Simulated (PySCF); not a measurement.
Vertical excitations of a molecule C₃H₁₀Si from TDA-M06-2X/def2-SVPD (PySCF), as energy in eV (oscillator strength): 8.15 (0.089), 8.15 (0.089), 8.45 (0.009), 8.82 (0.080), 8.83 (0.000), 8.87 (0.037), 8.88 (0.037), 8.91 (0.073), 8.91 (0.072), 9.39 (0.024). Lowest triplet (TDA): 8.00 eV. Coordinates come from a PBE0-D3(BJ)/def2-SVP optimisation. One conformer was computed; it need not be the lowest.

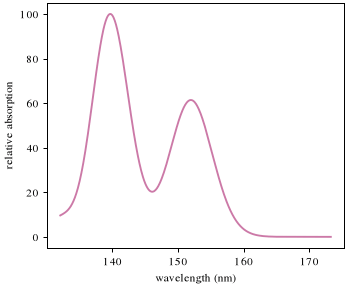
The lines broadened by 0.4 eV.

Question: Which molecule gave these data?
(A) C[SiH](C)C
(B) CC[SiH2]C
(C) CC(C)[SiH3]
(D) CCC[SiH3]

Answer: A, C[SiH](C)C
